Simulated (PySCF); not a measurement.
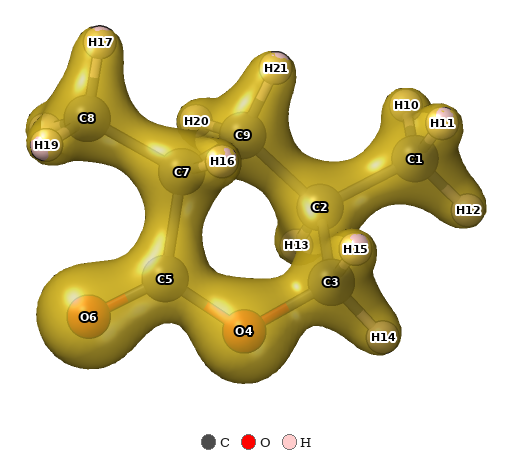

The picture shows: C₇H₁₂O₂. Isosurface of the electron density at 1 e/Å³ (yellow), seen at an oblique angle.

Geometry: GFN2-xTB.

Method: PBE0/pcSseg-1, SCF density, gas phase, non-relativistic in PySCF 2.14.0.

```
atom    x (Å)    y (Å)    z (Å)
   C  -2.5415   0.3651  -0.1686
   C  -1.2102  -0.0359   0.4564
   C  -0.8793  -1.4976   0.1489
   O   0.3147  -1.8820   0.8052
   C   1.3893  -1.0886   0.6564
   O   2.3977  -1.3224   1.2625
   C   1.2208   0.0491  -0.3359
   C   2.4602   0.9352  -0.3589
   C  -0.0543   0.8551  -0.0317
   H  -2.7615   1.4056   0.0561
   H  -2.5080   0.2438  -1.2493
   H  -3.3490  -0.2494   0.2218
   H  -1.2908   0.0460   1.5456
   H  -1.6493  -2.1690   0.5348
   H  -0.7882  -1.6542  -0.9336
   H   1.1089  -0.4287  -1.3181
   H   2.3532   1.7163  -1.1080
   H   2.6112   1.3960   0.6139
   H   3.3405   0.3408  -0.5873
   H   0.1778   1.6040   0.7268
   H  -0.3511   1.3878  -0.9374
```

What does this surface tell about the bonding?

Answer. At this value the surface is in one piece. It bridges the sampled C–O (1.20 Å), C–C (1.52 Å), C–H (1.09 Å) and C–O (1.34 Å) contacts, where the density stays above the isovalue. On the grid the lowest density along these lines, outside the cores, is 3 e/Å³ (C–O, 1.20 Å), 1.7 e/Å³ (C–C, 1.52 Å), 1.9 e/Å³ (C–H, 1.09 Å) and 2.1 e/Å³ (C–O, 1.34 Å).
